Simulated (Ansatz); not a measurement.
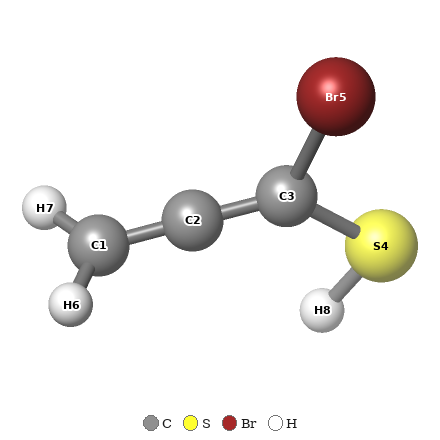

The system is C3H3BrS, SMILES C=C=C(S)Br; the picture shows the reference structure. 
- Coordinates scanned: (1) angle C1–C2–C3 (carried through 180); (2) change of the bonds C2–C1, C2–C3, all alike.
- Nothing is relaxed (all other coordinates rigid).
- Grid: 11 × 11 points.
- Points are written as (first, second).
- All energies are given in kcal/mol relative to the lowest grid point.
- Method: RKS PBE0-D4/def2-SVP (Ansatz 0.2.0).

Its coordinates:

```tsv
atom	x (Å)	y (Å)	z (Å)
C	0.4587	1.3289	0.7858
C	0.1085	0.3722	-0.0355
C	-0.2423	-0.5916	-0.8458
S	-0.6356	-2.2633	-0.4316
Br	-0.3808	-0.2816	-2.7117
H	1.5110	1.5113	1.0359
H	-0.2870	1.9870	1.2485
H	-0.4405	-2.1199	0.8986
```

Range: angle C1–C2–C3 (carried through 180) from 140 to 220°; change of the bonds C2–C1, C2–C3, all alike from −0.144 to 0.222 Å.

What landscape does the calculation give?

Answer. The lowest grid point is at (180°, 0.003 Å). No other kind of well shows on this grid. The highest grid point, (220°, −0.144 Å), lies 63.4 kcal/mol above the lowest. Round the minimum the two coordinates are nearly uncoupled.

```
second ↓, first →   140   148   156   164   172   180   188   196   204   212   220
            0.222  53.1  52.8  52.8  52.9  52.9  53.0  52.9  52.8  52.8  52.8  53.1
            0.186  41.1  40.3  39.9  39.7  39.6  39.6  39.6  39.7  39.9  40.4  41.3
            0.149  30.2  28.9  28.0  27.4  27.2  27.1  27.2  27.5  28.1  29.0  30.4
            0.112  21.1  19.2  17.8  17.0  16.5  16.3  16.5  17.1  18.0  19.4  21.4
            0.076  14.5  11.9  10.1   8.9   8.2   8.0   8.3   9.0  10.3  12.2  14.8
            0.039  10.5   7.3   5.0   3.4   2.5   2.2   2.6   3.6   5.3   7.7  11.0
            0.003  10.1   6.3   3.4   1.5   0.3   0.0   0.5   1.7   3.8   6.7  10.7
           −0.034  14.0   9.5   6.1   3.8   2.4   2.0   2.5   4.0   6.5  10.1  14.7
           −0.071  23.4  18.1  14.2  11.4   9.7   9.2   9.9  11.7  14.6  18.8  24.1
           −0.107  38.8  32.8  28.2  25.0  23.1  22.6  23.3  25.4  28.8  33.5  39.7
           −0.144  62.4  55.7  50.5  46.9  44.7  44.0  44.9  47.3  51.1  56.5  63.4
```

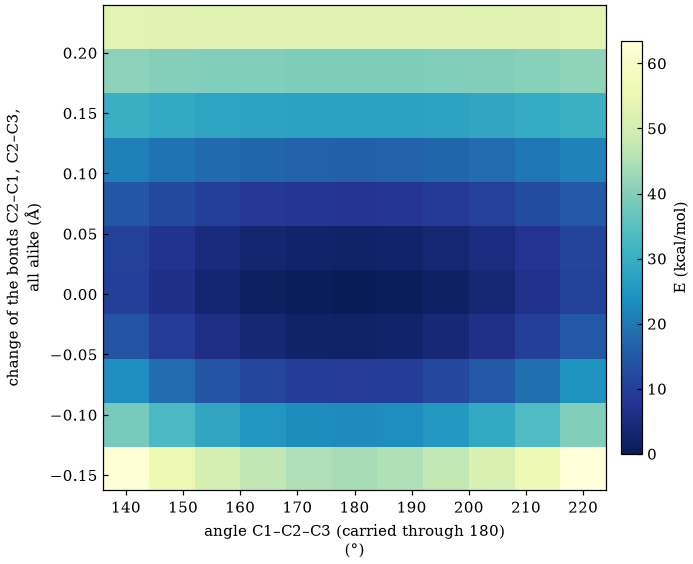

Drawn: one coloured cell a grid point.

Time for the 121 points that were run: 14 min on 1 thread of Arm Neoverse V1, with other jobs on the host.
